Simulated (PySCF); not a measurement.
# Excited-state calculation of C$_{5}$H$_{6}$BrFSi

C$_{5}$H$_{6}$BrFSi, computed with TDDFT PBE0/def2-SVPD, vertical, gas phase, core orbitals frozen in the response (PySCF 2.14.0).

The geometry comes from this level: GFN2-xTB.

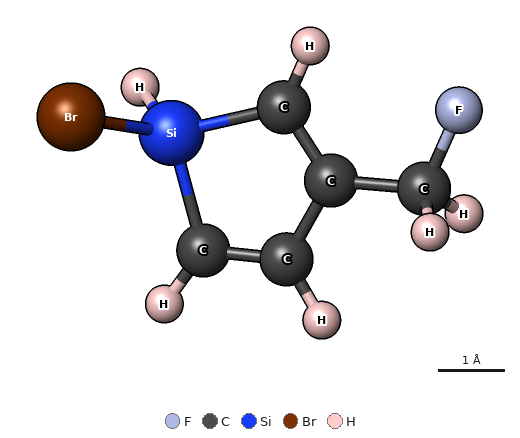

Fig. 1: The structure (ball-and-stick view, seen at a tilt).

Key numbers

- outcome: converged
- total energy: −3156.299343 hartree
- HOMO: −7.09 eV
- LUMO: −2.11 eV
- dipole moment: 2.63 D
- mean polarisability: 102.98 a.u.
- lowest singlet excitation: 4.00 eV
- hardware: 1 CPU thread, shared host
- wall time: 47 s
- peak memory: 1.1 GiB

Spin–orbit coupling is left out, which matters for the heavy atoms.

Input
```
{"job": {"kind": "uv", "xc": "PBE0", "basis": "def2-SVPD", "nstates": 6, "ntriplets": 2}, "charge": 0, "multiplicity": 1}
F      2.860639     0.765014     0.216214
C      2.091590    -0.368576     0.223889
C      0.641166    -0.066602     0.023114
C      0.104745     1.154213    -0.103700
Si    -1.748998     0.972828    -0.334276
Br    -2.899148     1.806627     1.376401
C     -1.580475    -0.898808    -0.202544
C     -0.290299    -1.196443    -0.030748
H      2.468627    -1.016570    -0.578344
H      2.255021    -0.860256     1.191927
H      0.699103     2.050206    -0.077551
H     -2.346255     1.507134    -1.545988
H     -2.350643    -1.648241    -0.253624
H      0.094250    -2.200998     0.073065
```

The first line tells a small driver script what to run in PySCF; the rest is the geometry in Å.

Command:
```bash
OMP_NUM_THREADS=1 python <driver script> task.json out
```

The program's output
```
coarse grid: 59776 points
cycle   1  E = -3156.2339395367  dE =  1.220e-02  |g| = 5.416e-01  |ddm| = 7.486e+00
cycle   2  E = -3156.1865965873  dE =  4.734e-02  |g| = 7.369e-01  |ddm| = 2.098e+00
cycle   3  E = -3156.2965134992  dE = -1.099e-01  |g| = 1.067e-01  |ddm| = 1.216e+00
cycle   4  E = -3156.2986020232  dE = -2.089e-03  |g| = 5.051e-02  |ddm| = 3.566e-01
cycle   5  E = -3156.2992911046  dE = -6.891e-04  |g| = 1.148e-02  |ddm| = 1.545e-01
cycle   6  E = -3156.2993167727  dE = -2.567e-05  |g| = 4.701e-03  |ddm| = 2.444e-02
cycle   7  E = -3156.2993214443  dE = -4.672e-06  |g| = 6.161e-04  |ddm| = 8.900e-03
final grid: 124880 points
cycle   8  E = -3156.2993428252  dE =  9.765e-08  |g| = 9.608e-04  |ddm| = 1.137e-02
cycle   9  E = -3156.2993423026  dE =  5.226e-07  |g| = 1.677e-03  |ddm| = 4.801e-03
cycle  10  E = -3156.2993430797  dE = -7.770e-07  |g| = 1.212e-04  |ddm| = 2.921e-03
cycle  11  E = -3156.2993430837  dE = -4.030e-09  |g| = 1.869e-05  |ddm| = 3.466e-04
cycle  12  E = -3156.2993430838  dE = -8.458e-11  |g| = 5.427e-06  |ddm| = 4.841e-05
```

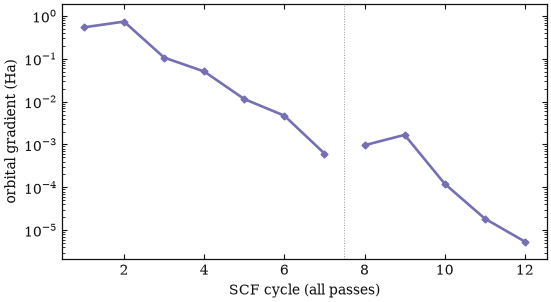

Fig. 2: Convergence of the self-consistent field: orbital gradient against the SCF cycle. The dotted line marks the change from a coarse to the final integration grid. The first 7 cycles use a coarse grid, the final grid takes over at cycle 8, and the field converges after 12 cycles in all.

```
converged SCF energy = -3156.2993430838

Static polarisability (au): isotropic 102.980, principal 81.069 94.693 133.178

Singlet excitations
state   eV       nm        f      main configurations
  1   4.0041    309.6   0.02128   H->L 0.98
  2   4.9454    250.7   0.00918   H-2->L 0.90
  3   5.0601    245.0   0.00853   H-1->L 0.93
  4   6.1495    201.6   0.00535   H-4->L 0.76, H-5->L 0.15
  5   6.1848    200.5   0.05081   H-3->L 0.55, H->L+1 0.11, H-4->L 0.09
  6   6.2399    198.7   0.01101   H-5->L 0.72, H-4->L 0.10

Triplet excitations (Tamm-Dancoff, eV): 2.5073 4.5685
```

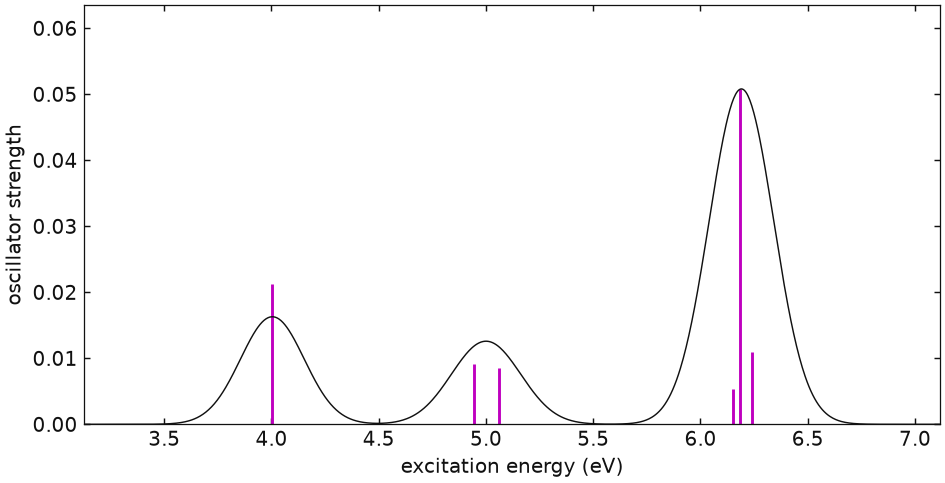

Fig. 3: Computed excitations as sticks (degenerate states added up, dark ones marked on the axis), with a Gaussian envelope of 0.35 eV full width at half maximum, scaled to the tallest. Of the 6 states the lowest lies at 4.00 eV (f = 0.021); the strongest line is at 6.18 eV, or 200 nm (f = 0.051).

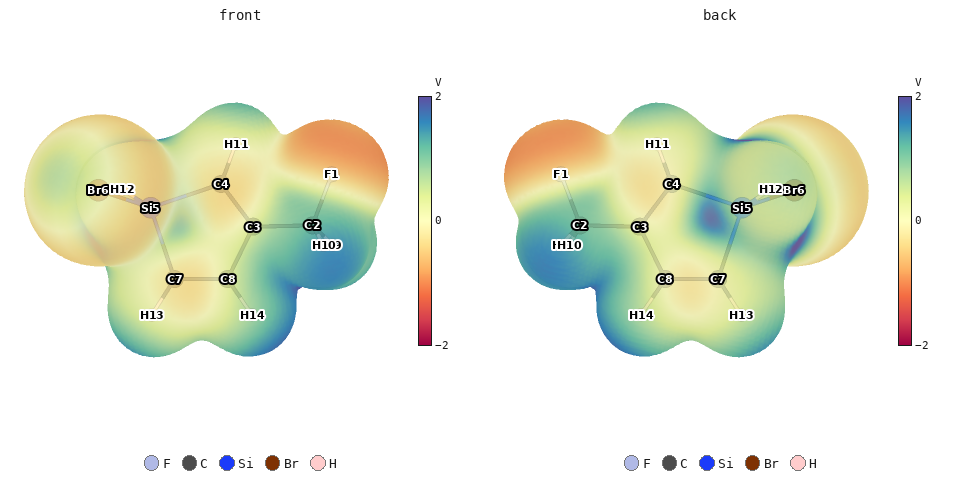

Fig. 4: The electrostatic potential painted on the density surface at 0.004 e/bohr³, seen face on and from behind; the colour scale runs from red (negative) to blue (positive).

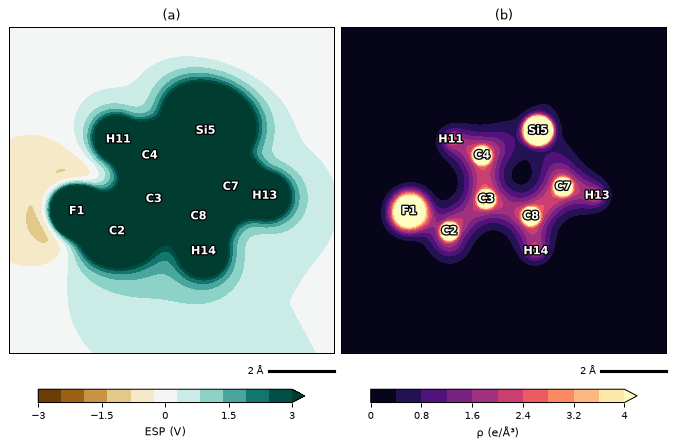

Fig. 5: (a) electrostatic potential; (b) electron density on the plane of atoms C2, C3 and C8. The section cuts through F, C, Si and H sites. C–F (1.37 Å): ρ is about 2.1 e/Å³ halfway, with its minimum of 1.6 e/Å³ about 0.5 Å from C. C–Si (1.88 Å): ρ is about 0.95 e/Å³ halfway.

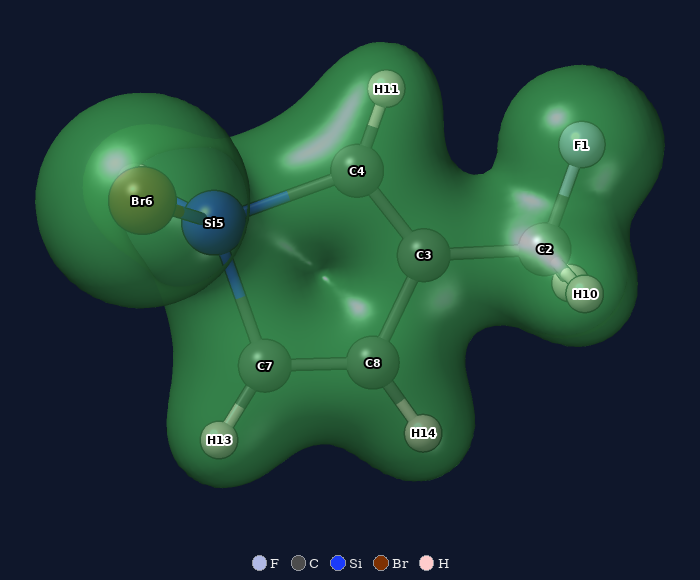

Fig. 6: Isosurface of the total electron density at 0.2 e/Å³ (green), seen at a tilt. At this value the surface is in one piece. On the grid the lowest density along these lines, outside the cores, is 2.3 e/Å³ (C–C, 1.34 Å), 1.6 e/Å³ (C–F, 1.37 Å), 0.79 e/Å³ (C–Si, 1.88 Å) and 0.56 e/Å³ (Si–Br, 2.22 Å).
